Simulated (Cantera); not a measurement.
Charge: 1 mol S, 1.1 mol O2, a varied amount of N2, at 2998 K and 133 Pa.

These are equilibrium values from Cantera (NASA tables, ideal gas, pure condensed phases), not measurements of a reactor. Candidate condensed phases: S; 17 gas species. Equilibrium is a limit: real reactors are often held back by kinetics, nucleation or transport.

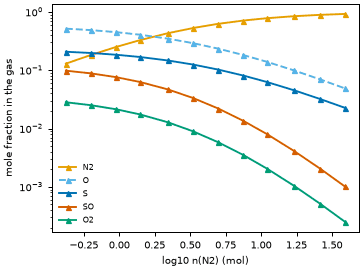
Equilibrium gas composition (values under 1e-9 drawn at 1e-9)

Task: Read off the mole fractions at 0.95 mol N2.

Result: O about 0.45, N2 about 0.25, S about 0.18, SO about 0.076, O2 about 0.021.
